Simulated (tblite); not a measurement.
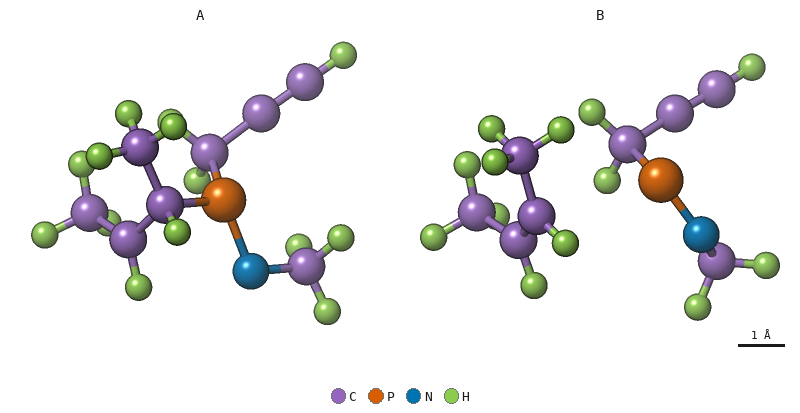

Two geometries of C$_{8}$H$_{14}$NP, drawn at one scale. One is the start of a relaxation, the other its converged end. A ball-and-stick model, seen at a tilt.

Method: GFN2-xTB geometry optimisation, gas phase (tblite). 

Which of the two is the end point?

Answer. Structure B is the relaxed one. Over 155 geometry steps the energy falls by 199.3 kJ/mol. The N atom moves most after the best rigid fit: 1.43 Å. Largest moves by element: N 1.43 Å, H 1.01 Å, P 0.99 Å, C 0.69 Å. Among the contacts that change: C–P 1.717 → 2.983 Å, C–P 2.271 → 3.401 Å, C–P 2.764 → 3.475 Å, N–P 1.738 → 1.540 Å. Bonds break: C–P (1.72 → 2.98 Å). Among the angles between lasting bonds that change: P–N–C 111.7° → 133.1°, C–C–H 104.0° → 114.0°, C–C–C 119.2° → 127.7°. Groups turn about C–N by about 75°, N–P by about 60°, C–P by about 20°.
